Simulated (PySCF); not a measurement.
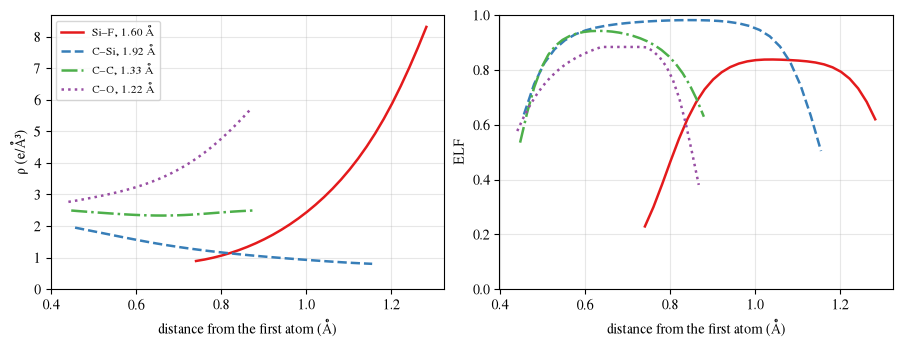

C₃H₄F₂OSi (SMILES C=CC(=O)[SiH](F)F). Electron density and ELF along straight lines between neighbouring atoms. The curves leave out the atomic cores.

Geometry: GFN2-xTB.

These are results of B3LYP/def2-SVPD, SCF density, gas phase in PySCF, not measurements.

Input file:

```
{"job": {"kind": "uv", "xc": "B3LYP", "basis": "def2-SVPD", "nstates": 8, "ntriplets": 3}, "charge": 0, "multiplicity": 1}
C      1.362813     1.020286     0.502383
C      1.327287    -0.297790     0.346456
C      0.082053    -1.070125     0.206384
O      0.109400    -2.285742     0.139916
Si    -1.628413    -0.193563     0.108895
F     -1.879570     0.702656     1.413344
F     -1.616897     0.923222    -1.040244
H      0.466864     1.619289     0.534938
H      2.294135     1.551691     0.607614
H      2.233221    -0.890107     0.322584
H     -2.745468    -1.077147    -0.088392
```

Run with:

```sh
OMP_NUM_THREADS=1 python probes_run.py task.json out
```

What can be read from the curves?

Si–F (1.60 Å): ρ at the midpoint is about 1.1 e/Å³; the ELF peaks at about 0.85 in the valence shell of F, 0.6 Å from its nucleus, and is about 0.45 at the midpoint.
C–Si (1.92 Å): ρ at the midpoint is about 0.97 e/Å³; the ELF peaks at about 1 between the atoms, as expected for localised, covalent bonding.
C–C (1.33 Å): the density is about 2.3 e/Å³ at the midpoint; the ELF peaks at about 0.95 between the atoms; a multiple bond.
C–O (1.22 Å): the density is about 3.3 e/Å³ at the midpoint; the ELF peaks at about 0.90 between the atoms (a short, multiple covalent bond).
